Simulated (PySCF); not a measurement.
# Run report: C$_{6}$H$_{12}$GeO, excited-state calculation

C$_{6}$H$_{12}$GeO, computed with TDDFT B3LYP/def2-SVPD, vertical, gas phase, core orbitals frozen in the response (PySCF 2.14.0).

The geometry comes from this level: PBE0-D3(BJ)/def2-SVP. It belongs to a series of runs on one base structure; here: H on Ge replaced by COCH3.

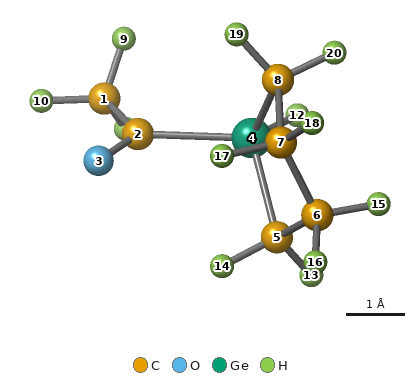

The input geometry (ball-and-stick view, seen at a tilt; atoms are numbered from 1 in the order of the input). Sticks mark near contacts.

### Results in brief

```csv
quantity,value
outcome,converged
total energy,−2387.664626 hartree
HOMO,−6.43 eV
LUMO,−1.26 eV
dipole moment,2.09 D
mean polarisability,105.72 a.u.
vertical ionisation energy,8.52 eV
vertical electron affinity,−0.67 eV
lowest singlet excitation,3.54 eV
hardware,"1 CPU thread, shared host"
wall time,11 min
peak memory,1.2 GiB
```

### Remarks

Spin–orbit coupling is left out, which matters for the heavy atoms.

### The input
```
{"job": {"kind": "uv", "xc": "B3LYP", "basis": "def2-SVPD", "ip": true}, "charge": 0, "multiplicity": 1}
C      3.319161    -0.179153    -0.206917
C      1.933967     0.094445     0.311940
O      1.716876     0.366645     1.470410
Ge     0.330631    -0.003747    -0.893851
C     -0.892776     1.458705    -0.409163
C     -2.201733     0.734924    -0.066726
C     -1.891472    -0.603716     0.610934
C     -0.896738    -1.401628    -0.241386
H      3.356113    -1.186875    -0.654053
H      4.059102    -0.095703     0.601936
H      3.558990     0.529559    -1.016452
H      0.716881    -0.121250    -2.386126
H     -1.011788     2.224789    -1.188151
H     -0.467089     1.943294     0.484449
H     -2.773392     0.545778    -0.992933
H     -2.848113     1.355679     0.575940
H     -1.441746    -0.405717     1.599398
H     -2.816680    -1.175598     0.793679
H     -0.390056    -2.194137     0.327592
H     -1.395430    -1.875404    -1.102663
```

The first line tells a small driver script what to run in PySCF; the rest is the geometry in Å.

Launch command:
```bash
OMP_NUM_THREADS=1 python <driver script> task.json out
```

### What the program printed
```
coarse grid: 73344 points
cycle   1  E = -2387.4734286065  dE =  1.460e-01  |g| = 9.686e-01  |ddm| = 6.428e+00
cycle   2  E = -2386.6883074475  dE =  7.851e-01  |g| = 2.149e+00  |ddm| = 3.598e+00
cycle   3  E = -2387.6430057413  dE = -9.547e-01  |g| = 3.190e-01  |ddm| = 2.856e+00
cycle   4  E = -2387.6622566050  dE = -1.925e-02  |g| = 1.071e-01  |ddm| = 4.575e-01
cycle   5  E = -2387.6644576688  dE = -2.201e-03  |g| = 2.593e-02  |ddm| = 1.683e-01
cycle   6  E = -2387.6646408130  dE = -1.831e-04  |g| = 8.138e-03  |ddm| = 5.348e-02
cycle   7  E = -2387.6646565801  dE = -1.577e-05  |g| = 1.860e-03  |ddm| = 1.380e-02
cycle   8  E = -2387.6646573003  dE = -7.202e-07  |g| = 4.724e-04  |ddm| = 3.509e-03
final grid: 155960 points
cycle   9  E = -2387.6646254832  dE = -4.351e-07  |g| = 9.392e-04  |ddm| = 2.141e-02
cycle  10  E = -2387.6646249137  dE =  5.695e-07  |g| = 1.936e-03  |ddm| = 3.532e-03
cycle  11  E = -2387.6646256715  dE = -7.578e-07  |g| = 2.286e-04  |ddm| = 2.036e-03
cycle  12  E = -2387.6646256835  dE = -1.198e-08  |g| = 2.351e-05  |ddm| = 3.067e-04
cycle  13  E = -2387.6646256835  dE = -8.413e-11  |g| = 1.222e-05  |ddm| = 5.742e-05
```

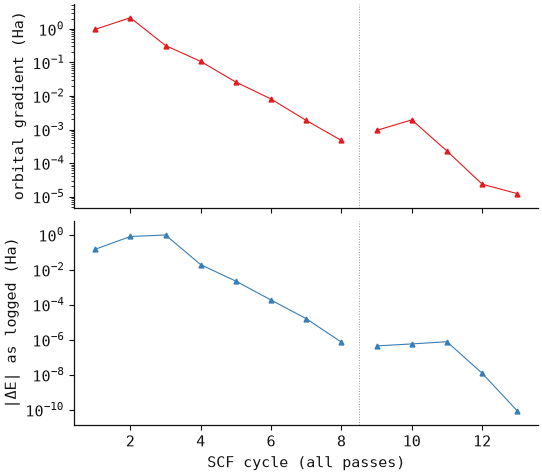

Convergence of the self-consistent field: orbital gradient and size of the energy change against the SCF cycle. The dotted line marks the change from a coarse to the final integration grid. The first 8 cycles use a coarse grid, the final grid takes over at cycle 9, and the field converges after 13 cycles in all.

```
converged SCF energy = -2387.6646256835

Static polarisability (au): isotropic 105.723, principal 92.496 98.602 126.070

Singlet excitations
state   eV       nm        f      main configurations
  1   3.5416    350.1   0.00130   H->L 0.98
  2   5.6500    219.4   0.06500   H-1->L 0.95
  3   5.8862    210.6   0.04415   H->L+1 0.93
  4   6.1528    201.5   0.01224   H-2->L 0.92
  5   6.1777    200.7   0.01148   H->L+3 0.70, H->L+2 0.22
  6   6.3106    196.5   0.02087   H->L+2 0.61, H->L+3 0.26
  7   6.6659    186.0   0.00809   H->L+4 0.95
  8   6.8702    180.5   0.00078   H-3->L 0.97
  9   7.0044    177.0   0.23453   H->L+5 0.84
 10   7.0976    174.7   0.00238   H-1->L+1 0.84, H-1->L+2 0.12

Triplet excitations (Tamm-Dancoff, eV): 2.9458 5.1580 5.8073 5.8942
Vertical ionisation energy (delta-SCF) = 8.5229 eV
Vertical electron affinity (delta-SCF) = -0.6745 eV
```

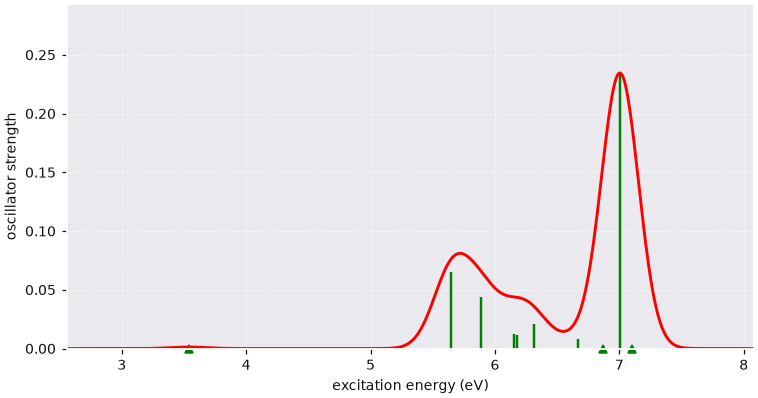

Computed excitations as sticks (degenerate states added up, dark ones marked on the axis), with a Gaussian envelope of 0.35 eV full width at half maximum, scaled to the tallest. Of the 10 states the lowest lies at 3.54 eV (f = 0.001); the strongest line is at 7.00 eV, or 177 nm (f = 0.235).

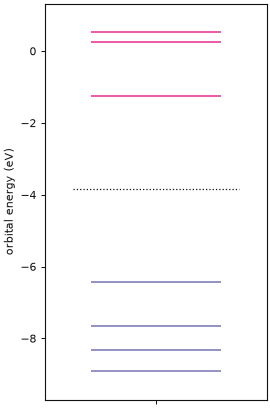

Orbital energies near the frontier; the dotted line parts filled from empty levels, and levels within 0.02 eV of each other stand side by side. Highest filled −6.43 eV, lowest empty −1.26 eV, 5.17 eV apart.
